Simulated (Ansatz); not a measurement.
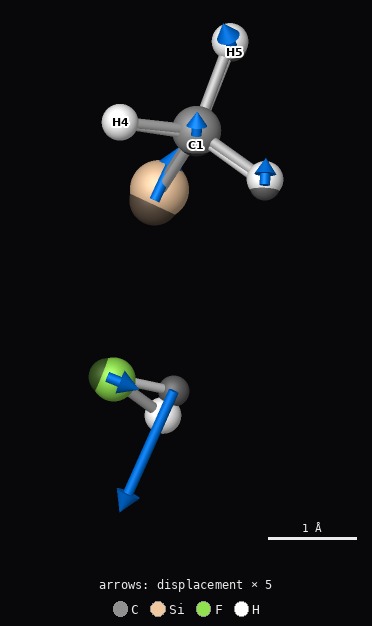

A relaxation of CH4FSi (multiplicity 2). The starting structure is drawn faded, the final one solid; blue arrows show the displacements, 5 times their true length. The two geometries are superimposed by the best rigid fit.

A ball-and-stick model, seen from a free direction.

It is one of the separated reactants of a reaction.

Method: UKS PBE0-D4/def2-TZVP in Ansatz.

Input file:
```yaml
crystal:
  periodic: [false, false, false]
  atoms:
    - {symbol: C, position_ang: [-0.628066, 0.344899, -0.273666]}
    - {symbol: Si, position_ang: [1.093057, -0.492354, -0.184780]}
    - {symbol: F, position_ang: [0.208035, -2.281380, 0.968599]}
    - {symbol: H, position_ang: [-1.334229, -0.208878, -0.930209]}
    - {symbol: H, position_ang: [-0.473795, 1.342755, -0.746834]}
    - {symbol: H, position_ang: [-1.116481, 0.515103, 0.709375]}
    - {symbol: H, position_ang: [0.814236, -1.836461, 1.568458]}
basis:
  gaussian: {orbitals: def2-TZVP}
magnetization: {spin_polarized: true, initial_magnetization: 1}
hamiltonian: {xc: pbe0, dispersion: d4}
relax: {f_tol: 0.005, max_steps: 200}
```

Launched with:
```bash
ansatz run in.yaml --threads 2 --pin off --events-out ev --progress --plain --max-ram 4352MiB
```

Question: What did the optimiser do to the structure, and how much energy did it gain?

Answer: The atom that moves furthest after the best rigid fit is H7 (0.31 Å). Largest moves by element: H 0.31 Å, Si 0.13 Å, F 0.08 Å, C 0.06 Å. Near-neighbour distances that change, for instance: Si2–F3 2.305 → 2.434 Å, F3–H7 0.962 → 0.928 Å, C1–Si2 1.916 → 1.894 Å, C1–H4 1.112 → 1.094 Å. Over 12 accepted moves (15 points after the start) the energy falls by 5.42 kJ/mol. The largest force component goes from 0.61 to 0.0039 eV/Å. The line search rejected the trial steps at points 4, 8, 12 of the run. The forces were under the threshold at step 13, but the run went on from there. Cost: 53 s on 2 threads of Arm Neoverse V1, with other jobs on the host.

Limits of the set-up: the start holds two separate molecules, 2.2 Å apart at their closest, whose relative position is a soft coordinate.
